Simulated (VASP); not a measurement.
Band structure of ErNiAs (space group P-6m2). These are PBEsol GGA, VASP's PBE PAW potentials (set 64) (plane waves; VASP) values and carry that method's errors.

The 4f electrons are frozen in the core of the lanthanide potential, so 4f levels, which can set the real gap, and their magnetism are missing.

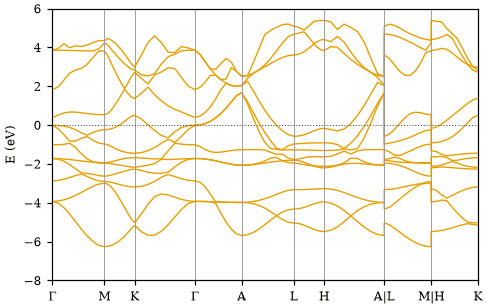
*Bands along high-symmetry lines, zero at the valence-band maximum or, without a gap, the Fermi level*

Problem. Read the plot: is there a gap, and where are the band edges?

Solution. It has no gap at this level: it comes out as a metal or semimetal. (Edges off the drawn lines would not show.)

The structure comes from a computed database's ErNiAs entry (P-6m2); how it stands against other phases isn't given here. It was relaxed first. The run is not spin-polarised, so no magnetic state was tried.
